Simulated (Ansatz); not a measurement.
**CH5Al (AlH2Me): the energy, rung by rung**

CH5Al: 7 atoms, total charge 0, spin state singlet. As SMILES, `[H][Al]([H])[CH3]`. Geometry: a GFN2-xTB relaxation, a rough one for these elements and not checked as a minimum.

```xyz
7

Al    0.5322    0.9260   -0.0028
H     2.0796    1.0307    0.0395
H    -0.1571    2.3156   -0.0328
C    -0.4568   -0.7945   -0.0027
H    -0.5786   -1.2238   -1.0051
H    -1.4692   -0.6903    0.4088
H     0.0499   -1.5636    0.5952
```

Quantity: the energy change with the Al1–H3 bond stretched from 1.551 to 3.103 Å, in eV. The values are calculated.

| level | kind | program | value (eV) | less FCI/STO-3G | CPU time (all runs) |
| --- | --- | --- | --- | --- | --- |
| revPBE/STO-3G (restricted) | GGA | Ansatz | 5.51 | +0.54 | 2.2 s |
| r2SCAN/STO-3G (restricted) | meta-GGA | Ansatz | 5.96 | +0.99 | 4.6 s |
| B3LYP/STO-3G (restricted) | global hybrid | Ansatz | 6.04 | +1.07 | 2.3 s |
| BHLYP/STO-3G (restricted) | global hybrid | Ansatz | 6.85 | +1.88 | 2.1 s |
| RPA@PBE/STO-3G (restricted) | RPA | Ansatz | 5.43 | +0.46 | 3.5 s |
| MP2/STO-3G (restricted) | perturbation theory | Ansatz | 6.38 | +1.41 | 0.19 s |
| CCSDT/STO-3G (restricted) | coupled cluster or CI | Ansatz | 4.97 | 0.00 | 0.46 s |
| CCSDTQ/STO-3G (restricted) | coupled cluster or CI | Ansatz | 4.97 | 0.00 | 7.3 s |
| FCI/STO-3G | exact in the basis | Ansatz | 4.97 | 0.00 | 23 s |

FCI/STO-3G is exact within its basis and frozen core, so for wave-function methods in that basis the difference is their error; functionals converge differently with the basis, so for them it is only a difference. The first shape isn't each level's own minimum. The values span 4.97 to 6.85 eV. All rows use very small basis sets, so even the best lies far from the true value. CPU times are rough (shared hosts, several kinds of processor): they show what a rung costs within a factor of a few.

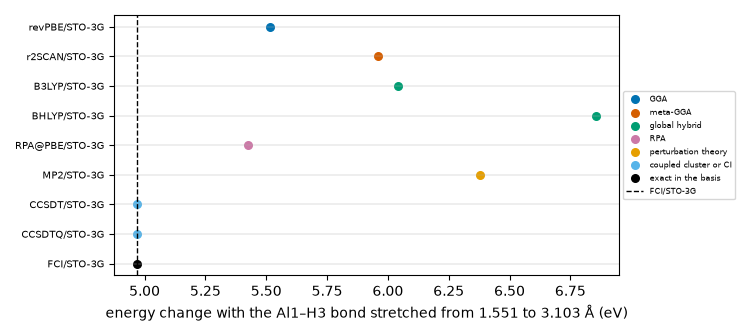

The values of the table, level by level.
